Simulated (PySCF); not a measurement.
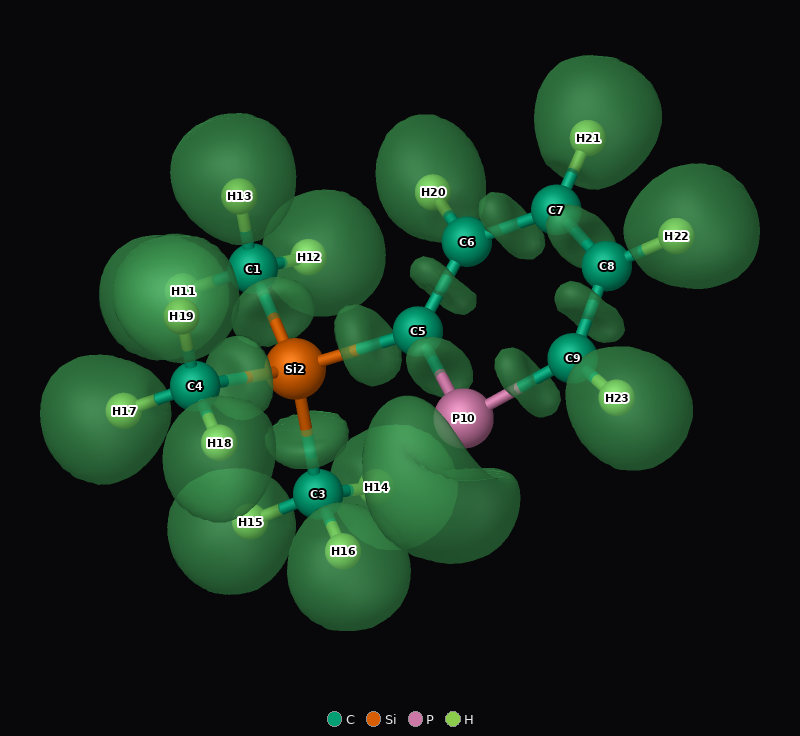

The picture shows: C8H13PSi (SMILES C[Si](C)(C)c1ccccp1). Isosurface of the electron localisation function at 0.85 (green), seen at a tilt. Core shells and regions of very low density are left out.

Geometry: GFN2-xTB.

These are results of PBE0/pcSseg-1, SCF density, gas phase, non-relativistic (PySCF 2.14.0), not measurements.

```yaml
atoms:
  - { symbol: C, position_ang: [-2.1279, 1.3261, -0.7172] }
  - { symbol: Si, position_ang: [-1.2575, -0.2294, -0.0412] }
  - { symbol: C, position_ang: [-1.6191, -1.7261, -1.1665] }
  - { symbol: C, position_ang: [-1.8551, -0.5972, 1.7320] }
  - { symbol: C, position_ang: [0.6325, -0.0024, 0.0254] }
  - { symbol: C, position_ang: [1.2429, 1.1702, -0.3813] }
  - { symbol: C, position_ang: [2.6094, 1.4032, -0.3616] }
  - { symbol: C, position_ang: [3.5252, 0.4622, 0.0794] }
  - { symbol: C, position_ang: [3.1573, -0.7855, 0.5365] }
  - { symbol: P, position_ang: [1.5299, -1.3745, 0.6333] }
  - { symbol: H, position_ang: [-3.2027, 1.1772, -0.7463] }
  - { symbol: H, position_ang: [-1.8047, 1.5604, -1.7268] }
  - { symbol: H, position_ang: [-1.9367, 2.1951, -0.0951] }
  - { symbol: H, position_ang: [-1.2701, -1.5559, -2.1806] }
  - { symbol: H, position_ang: [-2.6822, -1.9388, -1.2141] }
  - { symbol: H, position_ang: [-1.1183, -2.6138, -0.7919] }
  - { symbol: H, position_ang: [-2.9242, -0.7811, 1.7610] }
  - { symbol: H, position_ang: [-1.3554, -1.4764, 2.1275] }
  - { symbol: H, position_ang: [-1.6437, 0.2298, 2.4031] }
  - { symbol: H, position_ang: [0.6068, 1.9687, -0.7429] }
  - { symbol: H, position_ang: [2.9760, 2.3605, -0.7058] }
  - { symbol: H, position_ang: [4.5773, 0.7199, 0.0638] }
  - { symbol: H, position_ang: [3.9356, -1.4651, 0.8647] }
```

Describe the localisation domains.

The surface consists of four regions between bonded C–C atoms (shared pairs), two regions between bonded C–P atoms (shared pairs), four regions between bonded C–Si atoms (shared pairs), 13 regions around hydrogen nuclei and one lobe on P, pointing away from the bonds (lone pairs). Profiles from the grid: C–C (1.38 Å): the ELF peaks at about 0.95 between the atoms (a covalent bond). C–P (1.73 Å): the ELF peaks at about 0.95 between the atoms, as expected for localised, covalent bonding.
